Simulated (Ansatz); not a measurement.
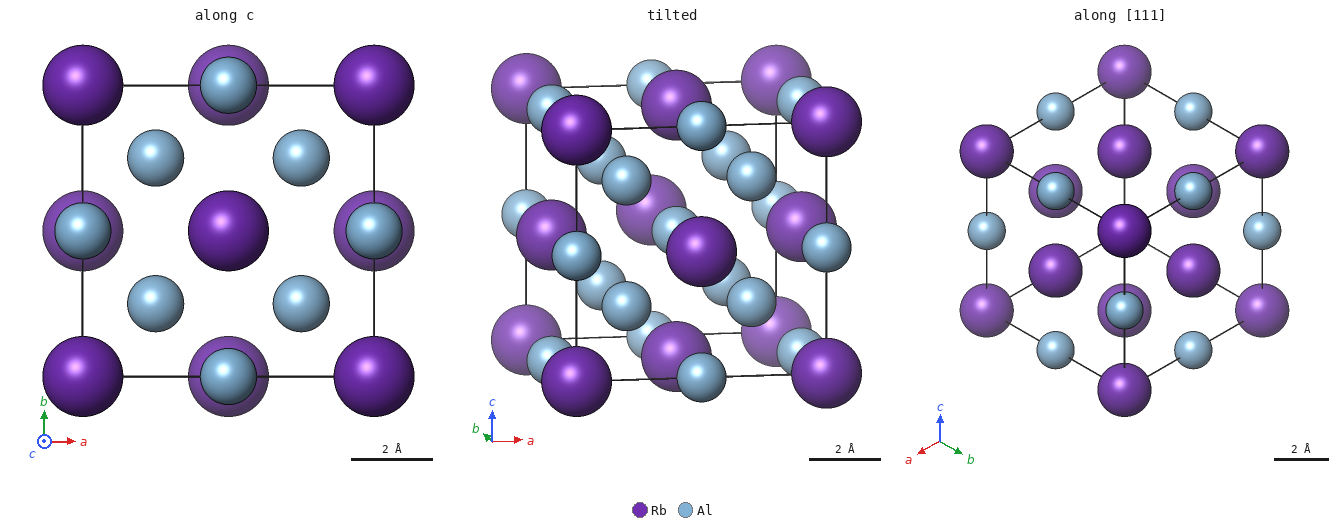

Drawn in the spheres-only manner and seen along the c axis, slightly off an axis and along [111]. One conventional unit cell is outlined, and atoms on its boundary appear in each equivalent place.

Question: What is the formula unit?

Answer: RbAl₃. The cell holds 4 Rb, 12 Al, counting shared atoms by their share.

Question: Give the crystal system and centring.

Answer: Face-centred cubic.

Question: Which space group does it belong to?

Answer: Fm-3m (No. 225), with Rb on 4a, Al on 4b and Al on 8c.

Origin of the cell: a textbook structure type filled with these elements (whether it is the usual form wasn't checked). The final geometry of a relaxation with DFT PBE, scalar-relativistic, plane waves, PAW (Ansatz 0.2.0) is shown.
